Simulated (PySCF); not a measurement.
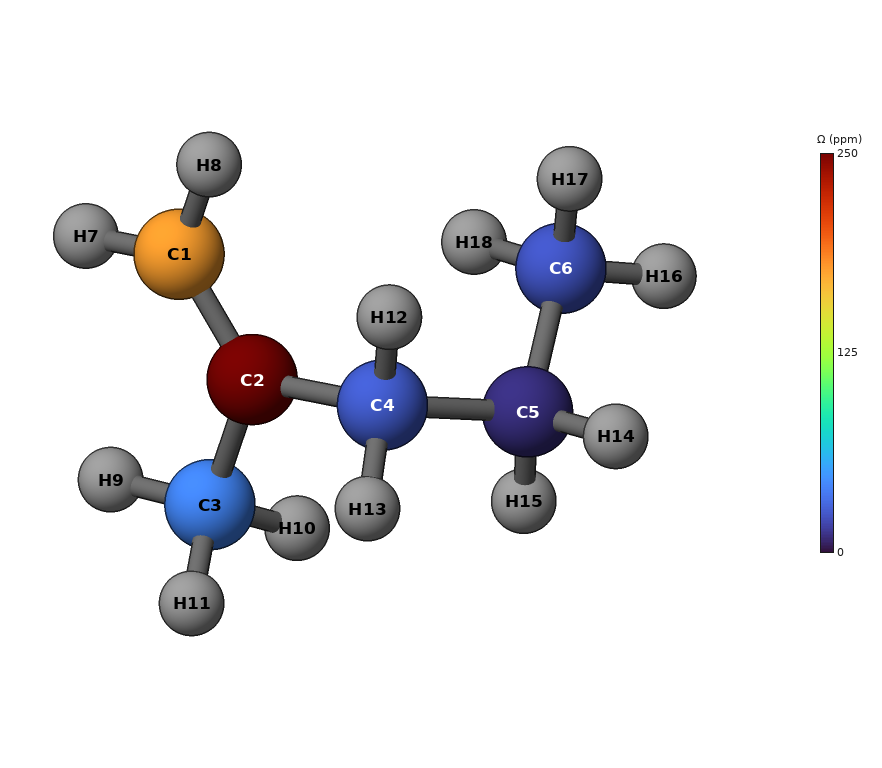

The C atoms are coloured by the span of their shielding tensor. The geometry was computed by an optimisation with GFN2-xTB. No frequency run is at hand to confirm it as a minimum. Properties computed with GIAO PBE0/pcSseg-1 NMR shielding, non-relativistic, gas phase (PySCF 2.14.0). Principal shieldings σ11 ≤ σ22 ≤ σ33, span Ω = σ33 − σ11, skew κ = 3(σiso − σ22)/Ω.

**Which C atom has the most anisotropic shielding?**

C2, with a span of 249 ppm.

Give the shielding tensors of the C atoms.

```
atom    σ11    σ22    σ33   σiso      Ω      κ
  C1  −35.6   97.8  140.6   67.6  176.2  −0.51
  C2  −87.2   27.8  161.9   34.2  249.1   0.08
  C3  144.0  157.8  187.6  163.1   43.6   0.37
  C4  130.4  140.0  158.2  142.8   27.8   0.31
  C5  159.1  163.4  170.0  164.2   10.9   0.21
  C6  160.4  172.8  184.9  172.7   24.5  −0.01
```

Shieldings and span in ppm.
